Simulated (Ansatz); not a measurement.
The starting structures come from a database of crystals and need not be the phases stable at ambient conditions.

 Where the default PAW files enter, the runs use the earlier of Ansatz's two default sets.

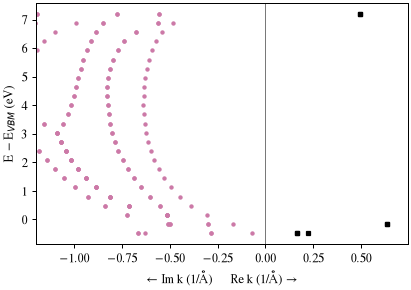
Figure. Complex bands at the centre of the two-dimensional zone; r2SCAN (Ansatz, a quantum-chemistry and plane-wave program)

No gap correction and no spin-orbit coupling; mid-gap values are interpolated between computed energies.

### Question
This is LiTaF₆ (R-3, not sure to be the ambient phase, 8 atoms a cell, 13.1 Å³ an atom) along the normal of (001). Read off the slowest decay at the centre of the two-dimensional zone at 3.68 eV, the computed energy nearest the middle of the gap.

### Answer
κ ≈ 0.64 1/Å, a decay length 1/(2κ) of the density of 0.79 Å.
